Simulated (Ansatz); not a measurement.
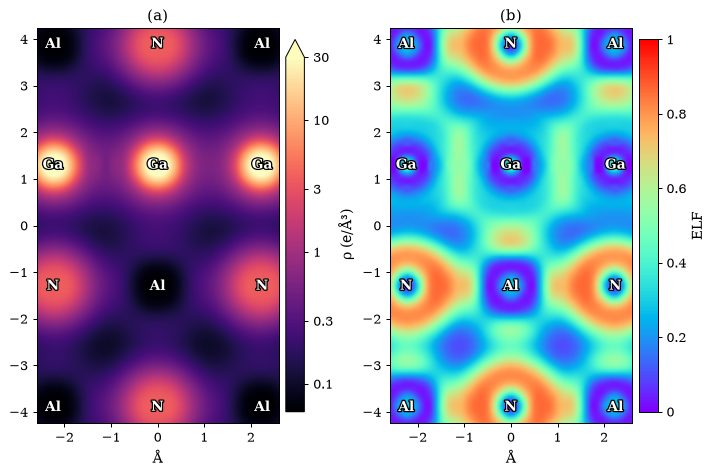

*AlGaN. (a) valence electron density; (b) electron localisation function on the (110) plane of the conventional cell.*

Space group P6₃/mmc; a structure generated by program, which may or may not match a known phase.

Theory: Ansatz, DFT PBE, scalar-relativistic, plane waves, PAW.

Input

```
crystal:
  lattice:
    - [4.4904985332, 0.0, 0.0]
    - [-2.2452492666, 3.8888858054, 0.0]
    - [0.0, 0.0, 4.5062437965]
  atoms:
    - { symbol: Al, position: [0.3333333333, 0.6666666667, 0.75] }
    - { symbol: Al, position: [0.6666666667, 0.3333333333, 0.25] }
    - { symbol: Ga, position: [0.0, 0.0, 0.25] }
    - { symbol: Ga, position: [0.0, 0.0, 0.75] }
    - { symbol: "N", position: [0.3333333333, 0.6666666667, 0.25] }
    - { symbol: "N", position: [0.6666666667, 0.3333333333, 0.75] }
basis:
  ecutwfc: 420
kpoints:
  mp_grid: { grid: [12, 12, 8] }
hamiltonian:
  xc: pbe
scf:
  occupations: { method: gaussian, width: 0.1 }
output:
  forces: true
  stress: true
  eigenvalues: true
  write_density: true
  write_potential: true
  elf: true
  volumetric_format: npy
relax:
  adjacent_minimum: "off"
  f_tol: 0.01
  max_steps: 80
  cell: { stress_tol: 0.05 }
```

Command:

```sh
ansatz run input.yaml --threads 1 --pin off --max-ram 2560MiB --backend cpu --events-out ev --progress --plain --runs-dir out
```

Below, planes, directions and counts refer to the conventional cell (a = 4.50 Å, b = 4.50 Å, c = 4.49 Å, α = 90.00°, β = 90.00°, γ = 120.00°).

The fields are those of the run's last geometry, not of the input's.

> Describe what can be read from this map.

The plane passes through Al, Ga and N nuclei.
Al–N (2.24 Å): ρ at the midpoint is about 0.37 e/Å³; the ELF peaks at about 0.85 in the valence shell of N, 0.7 Å from its nucleus, and is about 0.75 at the midpoint.
Ga–Ga (2.24 Å): ρ is about 0.58 e/Å³ halfway; the ELF reaches about 0.55 near the midpoint.
Ga–N (2.60 Å): ρ is about 0.22 e/Å³ halfway; the ELF is about 0.20 at the midpoint: no localised pair shows between them.
Between the atoms the lowest density in this plane is 0.1 e/Å³.
The features right at Ga lie inside the PAW spheres, where the map follows smoothed inner orbitals and isn't to be read closely.
